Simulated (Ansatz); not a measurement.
# Convergence study of the k-point mesh at a smearing width of 0.02 eV for VW3 (I4mm, 4 atoms in the cell)

```
VW3
1.0
    0.00000     3.10949     3.10949
    3.10949     0.00000     3.10949
    3.10949     3.10949     0.00000
V W
1 3
Cartesian
  0.00000   0.00000   0.05000
  1.55474   1.55474   1.55474
  4.66423   4.66423   4.66423
  3.10949   3.10949   3.10949
```

Method: LDA (PW92), default PAW files made with PBE (plane waves; Ansatz, a first-principles code).

Base settings: basis.ecutwfc = 420 eV; kpoints.mp_grid.grid = 9 9 9; hamiltonian.xc = lda; hamiltonian.pseudopotentials = {kind: paw} (the program's default PAW files); scf.occupations.method = gaussian; scf.occupations.width = 0.1 eV.

In this ladder: scf.occupations.width = 0.02 eV.

Only quantities that move along the ladder and can be compared are tabulated.

The count of work is k-points × plane waves × bands × iterations; it is no time. 

The starting cell comes from a database of computed structures (which also holds hypothetical and non-ambient phases and stackings), without a prior relaxation at this level. Its lattice was rescaled by up to half a per cent. One atom was moved a little off its site on purpose. Spin polarisation is off. In the base run, with a pressure of about -7 GPa the cell is away from its equilibrium volume at this level. Ansatz's pressure includes its estimate of the finite-basis (Pulay) stress.

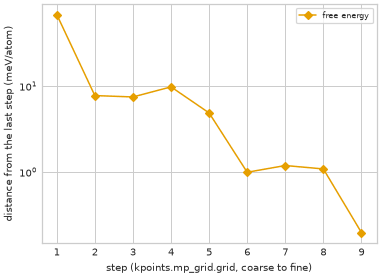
Figure. Distance from the last step along the ladder; very small values are drawn at a floor.

| kpoints.mp_grid.grid | free energy less the last step's (meV/atom) | pressure (GPa) | largest difference of a force vector from the last step's (eV/Å) | count of work / last |
|---|---|---|---|---|
| 3 3 3 | 68.53 | -8.29 | 0.137 | 0.0084 |
| 4 4 4 | 7.81 | -5.44 | 0.024 | 0.016 |
| 5 5 5 | -7.52 | -7.14 | 0.019 | 0.022 |
| 6 6 6 | 9.86 | -7.26 | 0.047 | 0.036 |
| 7 7 7 | 4.90 | -6.18 | 0.057 | 0.048 |
| 8 8 8 | 1.00 | -6.50 | 0.025 | 0.071 |
| 10 10 10 | 1.20 | -6.81 | 0.020 | 0.12 |
| 12 12 12 | 1.09 | -6.69 | 0.023 | 0.20 |
| 18 18 18 | 0.20 | -6.80 | 0.005 | 0.58 |
| 22 22 22 | 0.00 | -6.78 | 0.000 | 1.0 |

Coarsest kpoints.mp_grid.grid that holds the pressure within 0.05 GPa of the last step, with all finer ones: 18 18 18; the step before is off by 0.10 GPa.

Coarsest kpoints.mp_grid.grid that holds the forces within 0.01 eV/Å of the last step, with all finer ones: 18 18 18; the step before is off by 0.023 eV/Å.

Coarsest kpoints.mp_grid.grid that holds the free energy within 2 meV/atom of the last step, with all finer ones: 8 8 8, at 0.071 of the last step's count of work; the step before is off by 4.9 meV/atom.

Keys are those of Ansatz 0.2.
